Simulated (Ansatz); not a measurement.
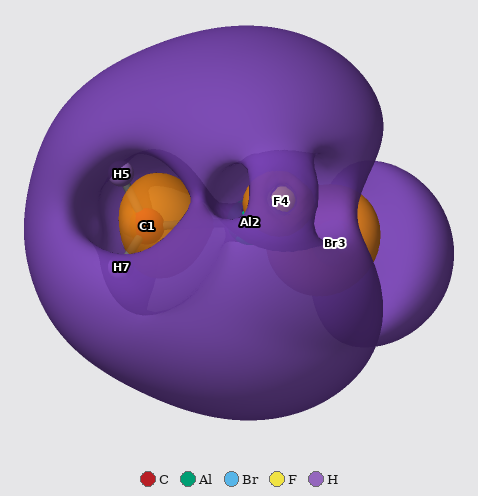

The picture shows: CH3AlBrF (SMILES [CH3][Al]([F])[Br]). The LUMO at ±0.04 Å⁻³ᐟ² (orange and purple are the two phases), seen from one side.

Geometry: PBE0-D3(BJ)/def2-SVP.

The calculation used isolated molecule in a Gaussian basis; Kohn-Sham density functional theory, functional PBE0 (Ansatz).

The calculation's input:

```
basis:
  gaussian:
    orbitals: def2-TZVPD
crystal:
  periodic: [false, false, false]
  atoms:
    - {symbol: C, position_ang: [-0.086352, 1.683055, 1.070068]}
    - {symbol: Al, position_ang: [0.827522, 0.465750, 2.256186]}
    - {symbol: Br, position_ang: [-0.219415, -0.828322, 3.765288]}
    - {symbol: F, position_ang: [2.483700, 0.322654, 2.205599]}
    - {symbol: H, position_ang: [0.126446, 1.426129, 0.019533]}
    - {symbol: H, position_ang: [-1.176033, 1.667629, 1.217927]}
    - {symbol: H, position_ang: [0.272184, 2.713265, 1.228441]}
hamiltonian:
  xc: pbe0
output: {forces: true, orbitals: {seedname: orbitals}}
```

Launched as:

```sh
ansatz run input.yaml --threads 2 --pin off --max-ram 4350MiB --events-out events.jsonl --progress --plain --runs-dir runs
```

What is the character of this orbital?

By Hirshfeld shares it lies mainly on Al2 (about 55 %), Br3 (about 20 %) and C1 (about 10 %). Its energy is −0.95 eV.
